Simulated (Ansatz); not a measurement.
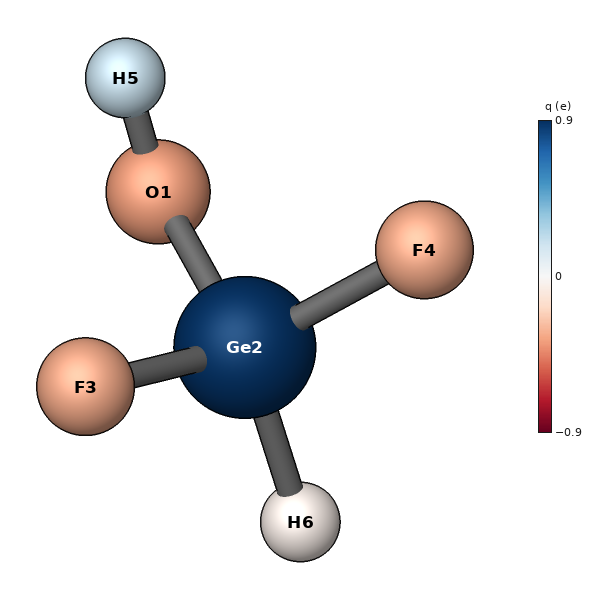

Atoms are coloured by their Mulliken charges. The computed structure is the end point of a PBE-D4/def2-SVP optimisation. No frequency run is at hand to confirm it as a minimum. Level of theory: RKS PBE-D4/def2-SVP (Ansatz 0.2.0).

List the Mulliken charges.

| atom | value (e) |
| --- | --- |
| O1 | −0.37 |
| Ge2 | 0.88 |
| F3 | −0.33 |
| F4 | −0.33 |
| H5 | 0.20 |
| H6 | −0.05 |

Mulliken values depend strongly on the basis set and can even reverse the polarity of a bond.
